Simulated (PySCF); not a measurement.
Vertical excitations of a molecule C5H6O from TDA-PBE/def2-SVPD in PySCF, as energy in eV (oscillator strength): 4.81 (0.000), 5.17 (0.243), 5.55 (0.000), 5.58 (0.004), 6.02 (0.071), 6.18 (0.000), 6.34 (0.011), 6.59 (0.000), 6.73 (0.000), 6.94 (0.000). Lowest triplet (TDA): 3.04 eV. Geometry: B3LYP-D3(BJ)/def2-SVP. The values are those of a single conformer.

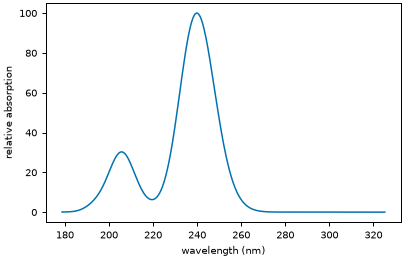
The lines broadened by 0.4 eV.

Problem. Which structure fits?
A. C=C1CC=CO1
B. C#C/C=C\OC
C. C#CC(=C)OC
D. C#CC1COC1

Solution. C, C#CC(=C)OC
